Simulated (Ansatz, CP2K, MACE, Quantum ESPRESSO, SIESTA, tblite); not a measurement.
# Bulk modulus of rock-salt TiC, an end member of the NbC–TiC series (64 atoms) across programs

How stiff is rock-salt TiC, an end member of the NbC–TiC series (64 atoms) under an even change of volume, and do other programs and learned potentials give the same pressure and slope as plane waves?

Results are calculated, not measured.

## 1. Set-up

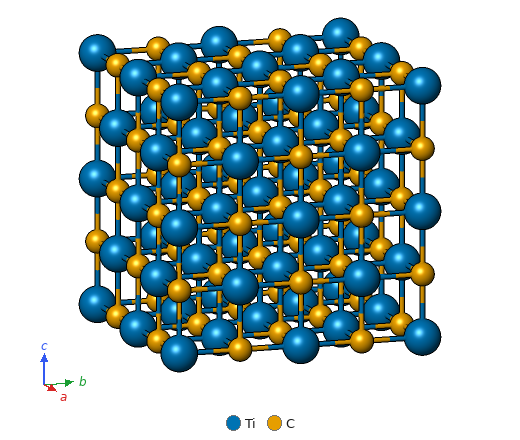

The cell (titanium blue, carbon orange). Some periodic images of atoms are drawn too.

The cell holds 64 atoms (32 Ti and 32 C), with edges of 8.66, 8.66 and 8.66 Å. Recipe: rock-salt NbC, 2 x 2 x 2 conventional cells, 32 of 32 Nb sites given to Ti at random (x = 1.000), lattice by Vegard's rule (a = 4.328 Å); not relaxed, displaced by a Gaussian of 0.02 Å. Then the atoms were relaxed with MACE MP-0b3 medium in the fixed cell.

Bonds by pair of elements; cutoffs follow the first minimum of g(r), held within bounds set by covalent radii, and pairs that aren't listed don't count as bonded:

```csv
pair A-B,cutoff (Å),bonds,mean length (Å),spread (Å),shortest (Å),B about A,A about B
C-Ti,2.76,192,2.16,0.001,2.16,6,6
```

## 2. The reference input

Quantum ESPRESSO 7.5: Kohn-Sham DFT, PBE, SSSP efficiency 1.3.0 pseudopotentials, plane waves. Its input, pw.in, for the unchanged cell:

```
&control
  calculation = 'scf'
  pseudo_dir = './pseudo'
  outdir = './tmp'
  disk_io = 'none'
  tprnfor = .true.
  tstress = .true.
/
&system
  ibrav = 0
  nat = 64
  ntyp = 2
  ecutwfc = 60
  ecutrho = 480
  nosym = .true.
  occupations = 'smearing'
  smearing = 'fd'
  degauss = 0.003675
/
&electrons
  conv_thr = 3.2e-07
  electron_maxstep = 100
  mixing_beta = 0.2
  mixing_mode = 'local-TF'
  diagonalization = 'david'
/
ATOMIC_SPECIES
Ti 47.867 Ti.upf
C 12.011 C.upf
CELL_PARAMETERS angstrom
8.65600 0.00000 0.00000
0.00000 8.65600 0.00000
0.00000 0.00000 8.65600
ATOMIC_POSITIONS crystal
Ti 0.00020 0.00057 0.99961
C 0.25032 0.00036 0.99972
Ti 0.00009 0.25059 0.24955
C 0.25033 0.25037 0.24944
[... 58 atom lines left out ...]
Ti 0.75011 0.75057 0.49990
C 0.50017 0.75019 0.49994
K_POINTS gamma
```

```console
$ OMP_NUM_THREADS=1 mpirun -np 2 pw.x -in pw.in > output.txt
```

Run time: 2.9 min. Hardware: 2 MPI ranks of Arm Neoverse V2, shared host; peak memory 2.2 GiB.

It converged with an r.m.s. force component of 0.012 eV/Å and a pressure of -0.86 GPa.

## 3. Levels of theory

Every level solves the same cells as single points. CPU time is summed over a level's finished runs, on a host shared with the other runs, so it is rough; the force column is the median over cells of the r.m.s. difference of force components from the reference.

| level | basis or training data | k-points | runs finished | CPU time | peak memory (GiB) | force difference (meV/Å) |
| --- | --- | --- | --- | --- | --- | --- |
| QE, PBE | plane waves, SSSP efficiency, 60/480 Ry | Γ | 3 of 3 | 19 min | 2.2 | reference |
| CP2K double zeta, PBE | DZVP-MOLOPT-SR, GTH-PBE potentials, 800 Ry | Γ | 3 of 3 | 26 min | 5.0 | 0.40 |
| SIESTA DZP, PBE | DZP orbitals, shift 0.01 Ry, mesh 500 Ry | Γ | 3 of 3 | 25 min | 2.0 | 2.1 |
| tblite GFN1-xTB | tight binding with its own dispersion term | Γ | 3 of 3 | 14 s | 0.13 | 6.7 |
| MACE MP-0b2 small | trained on PBE(+U) plane-wave data | - | 3 of 3 | 17 s | 0.7 | 5.3 |
| MACE MP-0b3 medium | trained on PBE(+U) plane-wave data | - | 3 of 3 | 19 s | 1.1 | 5.3 |

The reference's own r.m.s. force component runs from 11 to 13 meV/Å over these cells. MACE MP-0b3 medium relaxed the atoms, so in the cells that it relaxed its own forces are small, and its entry isn't an independent test there.

## 4. Pressure against volume

The cell is scaled evenly with fractional positions held. The unchanged volume is 10.134 Å³ an atom. Pressures in GPa:

```csv
level,-3 %,0,+3 %
"QE, PBE",7.00,-0.86,-7.53
"CP2K double zeta, PBE",6.24,-1.69,-8.46
"SIESTA DZP, PBE",4.85,-2.76,-9.32
tblite GFN1-xTB,7.94,-0.39,-7.45
MACE MP-0b2 small,9.49,0.72,-6.77
MACE MP-0b3 medium,9.69,1.00,-6.50
```

Energy less that of the unchanged cell at the same level, in meV an atom:

```csv
level,-3 %,+3 %
"QE, PBE",5.79,7.91
"CP2K double zeta, PBE",4.12,9.80
"SIESTA DZP, PBE",1.87,11.55
tblite GFN1-xTB,6.88,7.66
MACE MP-0b2 small,9.46,5.92
MACE MP-0b3 medium,9.94,5.39
```

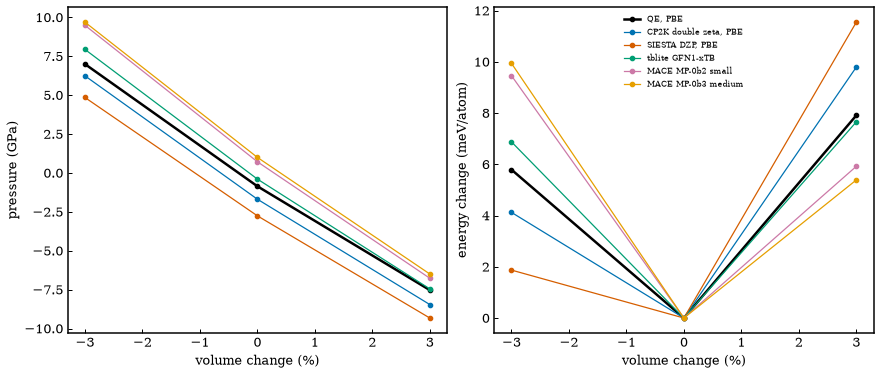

Pressure and energy against volume, by level.

## 5. Moduli

From the three volumes nearest the unchanged one: B from the slope of pressure against ln V and from the curvature of the energy, the pressure that the slope of the energy implies, and the volume change at which the printed pressure crosses zero (a dash if it doesn't within the range).

```csv
level,B from pressures (GPa),B from energies (GPa),printed pressure (GPa),pressure from energies (GPa),zero pressure at (%)
"QE, PBE",242.1,240.7,-0.86,-0.56,-0.3
"CP2K double zeta, PBE",245.0,244.5,-1.69,-1.49,-0.6
"SIESTA DZP, PBE",236.2,235.8,-2.76,-2.55,-1.1
tblite GFN1-xTB,256.6,255.3,-0.39,-0.21,-0.1
MACE MP-0b2 small,270.9,270.3,0.72,0.93,+0.3
MACE MP-0b3 medium,269.8,269.3,1.00,1.20,+0.4
```

As a check by hand on the reference: from -3 to +3 % the pressure falls by 14.53 GPa while ln V grows by 0.0600, a ratio of 242.0 GPa.

## 6. What came out

The plane-wave reference (PBE) gives a bulk modulus of 242.1 GPa from its pressures, at a volume where its pressure is -0.86 GPa; that pressure crosses zero at -0.3 %. Other programs at PBE: CP2K double zeta, PBE 245.0 GPa (+1 %) and SIESTA DZP, PBE 236.2 GPa (-2 %); their pressures lie -1.90 to -0.83 GPa from the reference's. Learned potentials: MACE MP-0b2 small 270.9 GPa (+12 %) and MACE MP-0b3 medium 269.8 GPa (+11 %); their pressures lie +1.58 to +1.86 GPa from the reference's.

Tight binding: tblite GFN1-xTB 256.6 GPa (+6 %); its pressure lies +0.46 GPa from the reference's. The moduli are read at one volume but at unlike pressures, and a cell under tension is as a rule softer than one under compression. All slopes lie within 12 % of the reference's, while the pressures at one volume spread over 3.8 GPa, so the levels would settle at unlike volumes. Moduli from the energies run from 236 to 270 GPa, within 10 % of those from pressures.

**Limits.** Atoms are held in fractional coordinates, so these moduli are upper bounds to relaxed ones. Three points at finite strain give rough moduli, at the given volume rather than at zero pressure. Pressures at a fixed plane-wave cutoff or in a small atom-centred basis hold some basis error. The reference samples only Γ, in a cell whose shortest periodic width is 9 Å. The reference isn't exact: its cutoffs and mesh weren't converged further here. SIESTA's automatically made basis is far from complete, and its potentials were converted by us (checked for H, C, O, Si, Ge and Ca alone). The learned potentials mimic data converged in k, so the sampling error of the reference's coarse mesh counts against them here, while programs on the same mesh share it. The reference has no spin polarisation, so local moments can't form. Where levels are smeared, the DFT runs use Fermi–Dirac occupations at 580 K (0.05 eV), and energies are free energies.

[Logs are printed without paths, hosts, clocks, repeated set-up lines and the standing remarks that a program may print on its own settings, such as how far it seeks lower states.]

[Hosts, paths, dates, database ids (printed as entryN), source tags and the programs' standing remarks are cut or masked in the printed files.]
